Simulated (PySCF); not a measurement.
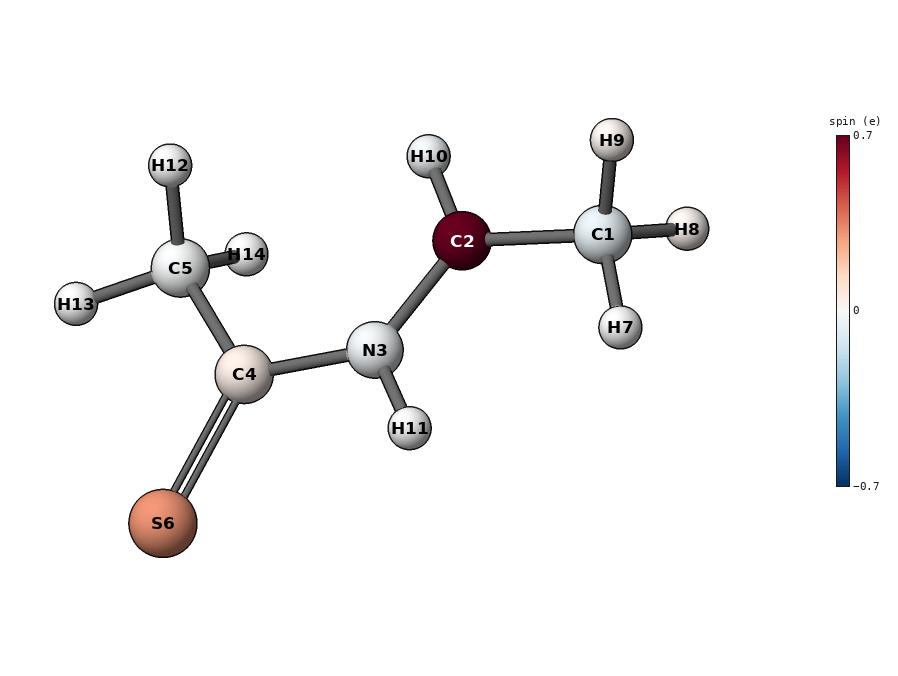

Atoms are coloured by their Mulliken spin populations. State: neutral, doublet. The computed structure is the end point of a GFN2-xTB optimisation. No frequency run is at hand to confirm it as a minimum. Method: UKS B3LYP, pcH-1 on C H N S, non-relativistic (PySCF 2.14.0).

Give the Mulliken spin populations atom by atom.

```tsv
atom	value (e)
C1	−0.06
C2	0.70
N3	−0.03
C4	0.05
C5	−0.01
S6	0.32
H7	0.00
H8	0.03
H9	0.03
H10	−0.03
H11	0.00
H12	0.00
H13	0.00
H14	0.00
```

Mulliken values depend strongly on the basis set.
